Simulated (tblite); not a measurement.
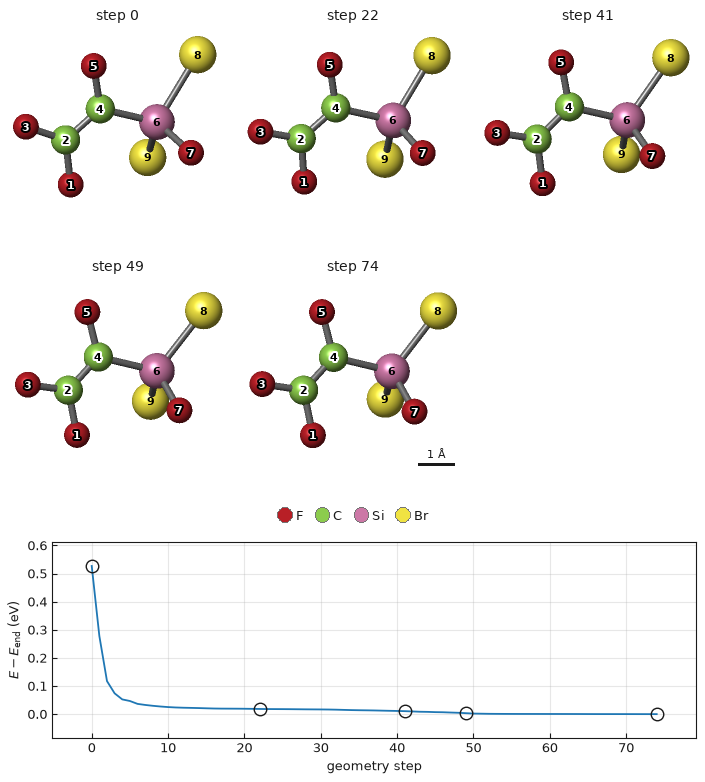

Frames of a relaxation of SiC2Br2F4, marked on the history of the run. A ball-and-stick model, seen at a tilt.

Level of theory: GFN2-xTB geometry optimisation, gas phase in tblite 0.8.0. 

> Describe the path.

The atom that moves furthest after the best rigid fit is F5 (0.56 Å). By element the largest moves are F 0.56 Å, Br 0.46 Å, C 0.18 Å, Si 0.12 Å. Near-neighbour distances that change, for instance: Si6–Br8 2.290 → 2.177 Å, Si6–F7 1.682 → 1.594 Å, Si6–Br9 2.255 → 2.182 Å, F1–C2 1.385 → 1.323 Å. Bond angles that change, for instance: F1–C2–F3 121.2° → 111.2°, F3–C2–C4 118.1° → 127.2°, Br8–Si6–Br9 105.5° → 112.0°. Groups turn about C4–Si6 by about 30°. Over 74 geometry steps the energy falls by 0.527 eV. From step 0 to 22: F7 moves most (0.16 Å), energy −0.509 eV. From step 22 to 41: F5 moves most (0.24 Å), energy −0.008 eV. From step 41 to 49: F atoms move most (0.22 Å), energy −0.007 eV. From step 49 to 74: F1 moves most (0.10 Å), energy −0.003 eV.

```
step  E − E(0), eV
   0        0.0000
   1       -0.2491
   2       -0.4095
   3       -0.4530
   4       -0.4746
   5       -0.4803
   6       -0.4905
   7       -0.4943
   8       -0.4973
   9       -0.4998
  10       -0.5019
  13       -0.5048
  17       -0.5074
  20       -0.5078
  23       -0.5089
  27       -0.5096
  30       -0.5103
  34       -0.5126
  37       -0.5139
  40       -0.5157
  44       -0.5190
  47       -0.5213
  50       -0.5250
  54       -0.5262
  57       -0.5264
  61       -0.5265
  64       -0.5266
  67       -0.5268
  71       -0.5269
  74       -0.5270
```
